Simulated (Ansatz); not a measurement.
The compound is KAuF3 (cubic perovskite) (Pm-3m).

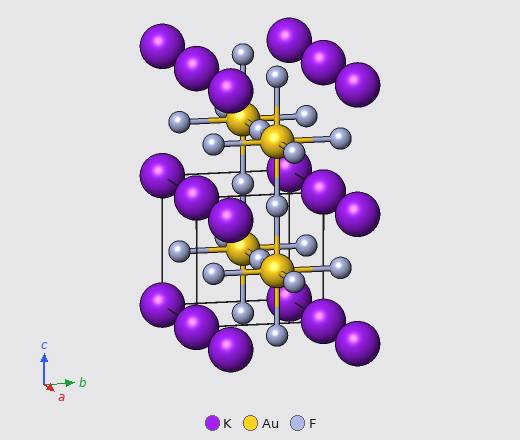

The structure (potassium purple, gold yellow, fluorine light blue). 2×1×2 cells are drawn. Some periodic images of atoms are drawn too.

The structure was built from a prototype and need not be the compound's stable phase.

```xyz
5
Lattice="0.0000 -4.3278 0.0000 0.0000 0.0000 4.3278 -4.3278 0.0000 0.0000" Properties=species:S:1:pos:R:3 pbc="T T T"
K     0.0000    0.0000    0.0000
Au   -2.1639   -2.1639    2.1639
F     0.0000   -2.1639    2.1639
F    -2.1639   -2.1639    0.0000
F    -2.1639    0.0000    2.1639
```

The structure was relaxed with LDA. The structure type comes from a generator and need not be one that this composition takes. The structure was generated from a model, not taken from a measurement. The runs that relaxed it are not among those shown. The program's search for lower electronic states was switched off, so nothing shows that the state found is the lowest. Spin-orbit coupling is left out unless a run names it. PAW set soft_2, made with PBE.

A constrained-RPA run (Ansatz 0.2.0; non-magnetic LDA; Au d + anion p, bands v14 to v1, 4×4×4 mesh, medium accuracy) builds 14 functions on bands 9.1 eV wide, with 27.0 electrons in the window. The bare on-site interaction is 16.9 eV and the bare J 0.68 eV.

Question: Estimate U, U′ and J.

On the Au d shell, U = 6.73 eV (40 % of the bare value), U′ = 5.72 eV, J = 0.51 eV.

The parent state is non-magnetic and the interaction static (zero frequency); U depends on the window and the orbitals, so it belongs to this model alone. Spin-orbit coupling, which is strong for atoms this heavy, is left out. A window that holds the anion p bands defines a model with explicit ligands; its U belongs to that model and is not the U of DFT+U.

[Paths, hosts, dates, memory and timing lines, banners, echoed tables and standing remarks are left out of the program output.]

[Logs are printed without paths, hosts, clocks, repeated set-up lines and the standing remarks that a program may print on its own settings, such as how far it seeks lower states.]

[Runs of the session that timed out or met a known fault of the program may be left out.]

[Hosts, paths, dates, database ids (printed as entryN), source tags and the programs' standing remarks are cut or masked in the printed files.]
